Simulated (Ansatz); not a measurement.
# Calculations on C2H11NSi2

Part 1: Relaxation

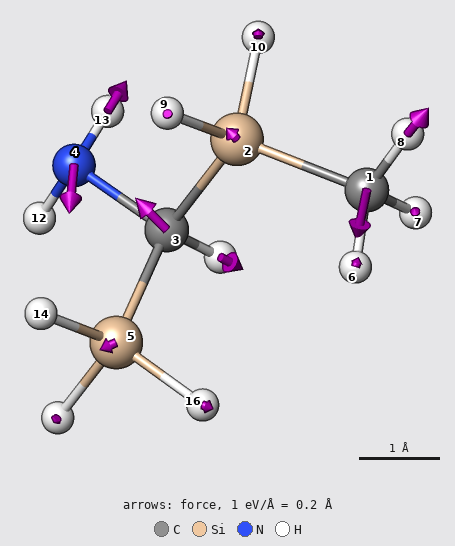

Starting geometry of C₂H₁₁NSi₂ with the computed forces as purple arrows. Style: ball-and-stick. Shown at a tilt.

The run prepares an end point of a later path (inversion) calculation, from a guessed geometry.

Computed with RKS PBE-D4/6-31G* in Ansatz 0.2.0.

Input file:
```yaml
crystal:
  periodic: [false, false, false]
  atoms:
    - { symbol: C, position_ang: [-0.5664, -2.2493, -0.3448] }
    - { symbol: Si, position_ang: [0.7309, -0.9494, -0.1697] }
    - { symbol: C, position_ang: [0.0939, 0.8212, -0.3783] }
    - { symbol: "N", position_ang: [1.3292, 1.7661, -0.5531] }
    - { symbol: Si, position_ang: [-0.8387, 1.1869, 1.1763] }
    - { symbol: H, position_ang: [-1.3425, -2.1263, 0.4568] }
    - { symbol: H, position_ang: [-1.126, -2.0631, -1.2954] }
    - { symbol: H, position_ang: [-0.1639, -3.201, -0.3612] }
    - { symbol: H, position_ang: [1.4579, -1.1452, 1.1569] }
    - { symbol: H, position_ang: [1.7258, -1.1999, -1.2288] }
    - { symbol: H, position_ang: [-0.5385, 0.8892, -1.218] }
    - { symbol: H, position_ang: [0.9239, 2.7121, -0.679] }
    - { symbol: H, position_ang: [1.7221, 1.5456, -1.4154] }
    - { symbol: H, position_ang: [-0.0515, 1.0863, 2.4493] }
    - { symbol: H, position_ang: [-1.3623, 2.5709, 1.124] }
    - { symbol: H, position_ang: [-2.0167, 0.3333, 1.3246] }
basis:
  gaussian: { orbitals: "6-31G*" }
hamiltonian:
  xc: pbe
  dispersion: d4
relax:
  f_tol: 0.015
  max_steps: 40
```

Command:
```bash
ansatz run input.yaml --threads 2 --pin off --max-ram 3072MiB --backend cpu --events-out ev --progress --plain --runs-dir out
```

Is this structure relaxed? If not, where do the atoms go?

Answer. It isn't relaxed: the largest force vector, on N atoms, is 3.69 eV/Å. The final displacements have little in common with the starting forces (cosine between the two patterns 0.27). The largest move after the best rigid fit is that of H16, 0.20 Å. Largest moves by element: H 0.20 Å, N 0.11 Å, Si 0.09 Å, C 0.02 Å. Some distances before and after: C3–N4 1.565 → 1.479 Å, C1–H8 1.033 → 1.103 Å, C3–H11 1.053 → 1.118 Å, N4–H13 0.973 → 1.028 Å. Among the angles between lasting bonds that change: N4–C3–H11 110.2° → 115.6°, C3–N4–H12 104.8° → 110.1°, H6–C1–H8 112.4° → 107.9°. After 9 accepted moves (10 points after the start) the energy has fallen by 0.488 eV. Largest force component: 2.7 eV/Å at the start, 0.01 eV/Å at the end. The line search rejected the trial step at point 3 of the run.

Part 2: Relaxation

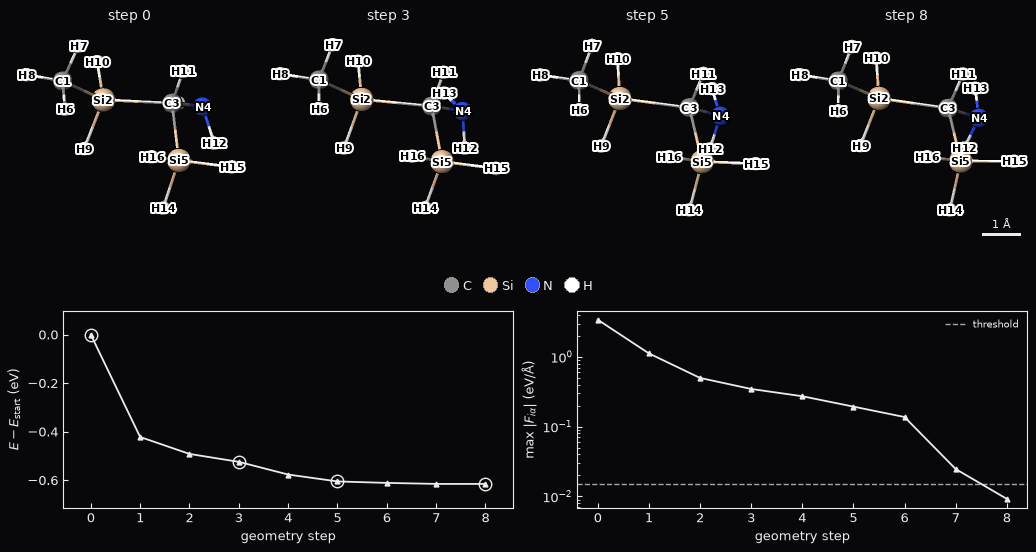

Frames of a relaxation of C2H11NSi2, marked on the history of the run. Style: ball-and-stick. Shown from a free direction.

The run prepares an end point of a later path (inversion) calculation, from a guessed geometry.

Level of theory: Ansatz 0.2.0, RKS PBE-D4/6-31G*.

Input
```yaml
crystal:
  periodic: [false, false, false]
  atoms:
    - { symbol: C, position_ang: [-0.5664, -2.2493, -0.3448] }
    - { symbol: Si, position_ang: [0.7309, -0.9494, -0.1697] }
    - { symbol: C, position_ang: [0.0939, 0.8212, -0.3783] }
    - { symbol: "N", position_ang: [1.3292, 1.7661, -0.5531] }
    - { symbol: Si, position_ang: [-0.8387, 1.1869, 1.1763] }
    - { symbol: H, position_ang: [-1.3425, -2.1263, 0.4568] }
    - { symbol: H, position_ang: [-1.126, -2.0631, -1.2954] }
    - { symbol: H, position_ang: [-0.1639, -3.201, -0.3612] }
    - { symbol: H, position_ang: [1.4579, -1.1452, 1.1569] }
    - { symbol: H, position_ang: [1.7258, -1.1999, -1.2288] }
    - { symbol: H, position_ang: [-0.5385, 0.8892, -1.218] }
    - { symbol: H, position_ang: [1.40933, 2.26796, 0.35064] }
    - { symbol: H, position_ang: [2.11173, 1.18911, -0.58896] }
    - { symbol: H, position_ang: [-0.0515, 1.0863, 2.4493] }
    - { symbol: H, position_ang: [-1.3623, 2.5709, 1.124] }
    - { symbol: H, position_ang: [-2.0167, 0.3333, 1.3246] }
basis:
  gaussian: { orbitals: "6-31G*" }
hamiltonian:
  xc: pbe
  dispersion: d4
relax:
  f_tol: 0.015
  max_steps: 40
```

Run as
```bash
ansatz run input.yaml --threads 2 --pin off --max-ram 3072MiB --backend cpu --events-out ev --progress --plain --runs-dir out
```

Q: Describe the path.

A: The energy falls by 0.615 eV in 8 geometry steps. Largest force component: 3.4 eV/Å at the start, 0.0092 eV/Å at the end. H12 moves most after the best rigid fit: 0.84 Å. By element the largest moves are H 0.84 Å, N 0.31 Å, Si 0.18 Å, C 0.16 Å. Near-neighbour distances that change, for instance: C3–N4 1.565 → 1.492 Å, C1–H8 1.033 → 1.103 Å, N4–H13 0.973 → 1.029 Å, C3–H11 1.053 → 1.108 Å. Among the angles between lasting bonds that change: Si2–C3–Si5 105.2° → 114.0°, C3–Si5–H14 115.8° → 108.9°, C3–Si2–H9 112.1° → 107.0°. Groups turn about C3–N4 by about 55°. From step 0 to 3: H atoms move most (0.32 Å), energy −0.524 eV. From step 3 to 5: H12 moves most (0.40 Å), energy −0.081 eV. From step 5 to 8: H12 moves most (0.15 Å), energy −0.010 eV.

```csv
step,"E − E(0), eV","largest force component, eV/Å"
0,0.0000,3.4008
1,-0.4217,1.1199
2,-0.4916,0.4988
3,-0.5242,0.3465
4,-0.5765,0.2728
5,-0.6049,0.1937
6,-0.6109,0.1373
7,-0.6151,0.0247
8,-0.6152,0.0092
```

Part 3: Path

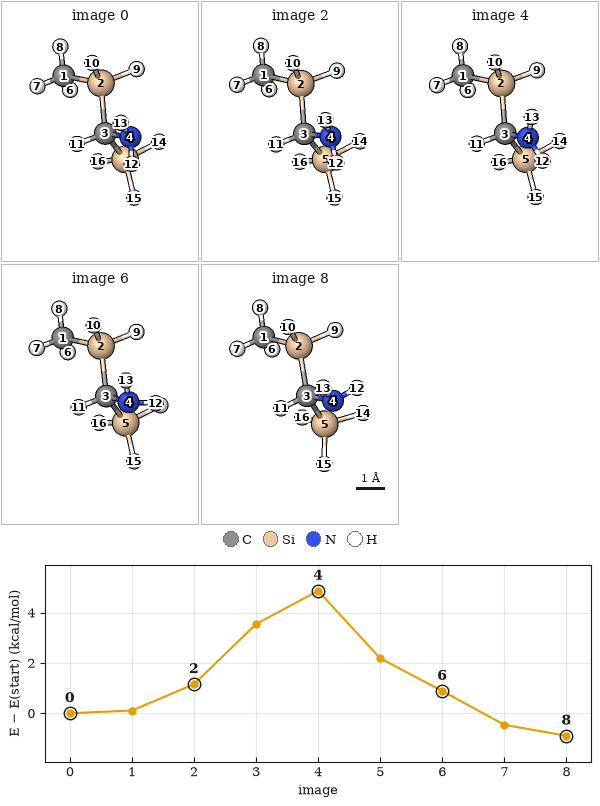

A search for the minimum-energy path of C$_{2}$H$_{11}$NSi$_{2}$ by the nudged elastic band. Images are numbered from 0 (start) to 8 (end). A ball-and-stick model, seen from a free direction.

Method: Ansatz 0.2.0, RKS PBE-D4/6-31G*. Settings: 7 movable images; climbing image; force threshold 0.05 eV/Å; iteration limit 60; starting path through a guess of the saddle point.

What happens along the path, and what is the barrier?

The highest point, image 4, lies 4.87 kcal/mol above the start and 5.76 kcal/mol above the end; the end is at −0.90 kcal/mol relative to the start. The motion is an umbrella inversion at N4. No bond forms or breaks between the ends. Among the angles between lasting bonds that change up to the highest image: C3–N4–H12 110.1° → 121.5°, H12–N4–H13 106.1° → 117.0°. The band converged in 15 iterations. The largest component of the band force went from 20 to 0.039 eV/Å. The climbing image converged on the top of the path. Its vibrational analysis gives one imaginary mode (634i cm⁻¹), as a transition state must have.
